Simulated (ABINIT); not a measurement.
Band structure of LaH3 (Fm-3m, 4 atoms in the cell).

```
LaH3
1.0
    0.00000     2.84416     2.84416
    2.84416     0.00000     2.84416
    2.84416     2.84416     0.00000
La H
1 3
Direct
  0.00000   0.00000   0.00000
  0.50000   0.50000   0.50000
  0.75000   0.75000   0.75000
  0.25000   0.25000   0.25000
```

Method of the run: LDA (PW92), PAW (JTH v2.0 LDA PAW) (plane waves; ABINIT).

Settings: pseudos = [La.LDA_PW-JTH.xml, H.LDA_PW-JTH.xml]; ecut = 30 Ha; pawecutdg = 60 Ha; pawxcdev = 0; occopt = 7; tsmear = 0.00999582 Ha; ngkpt = 10 10 10; nshiftk = 1; shiftk = 0 0 0; potentials = JTH v2.0 LDA PAW; kptopt = 1; nstep = 50; tolvrs1 = 1e-11.

The starting cell comes from a database of computed structures (which also holds hypothetical and non-ambient phases and stackings), without a prior relaxation at this level. Its lattice was rescaled by a random factor within 2.5 % of one.

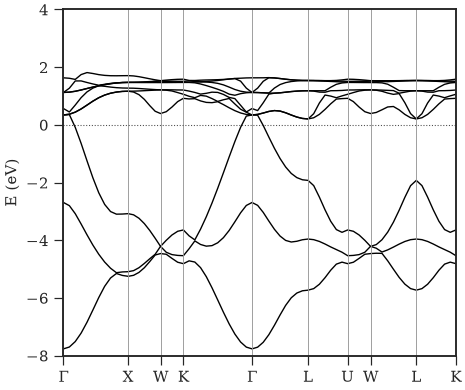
Figure. Bands along the path, energies from the Fermi level.

Levels in eV from the Fermi level, bands 4 to 11:
```tsv
point	4	5	6	7	8	9	10	11
Γ	-16.68	-7.77	-2.69	0.34	0.34	0.34	0.56	1.12
X	-16.97	-5.25	-5.09	-3.08	1.17	1.17	1.27	1.47
W	-17.00	-4.46	-4.21	-4.21	0.39	1.21	1.21	1.47
K	-16.91	-4.81	-4.54	-3.64	0.92	1.06	1.21	1.47
L	-16.78	-5.73	-3.96	-1.93	0.21	0.21	1.18	1.18
U	-16.91	-4.81	-4.54	-3.64	0.92	1.06	1.21	1.47
```

Bands cross the Fermi level along this path, so the cell is metallic at this level.
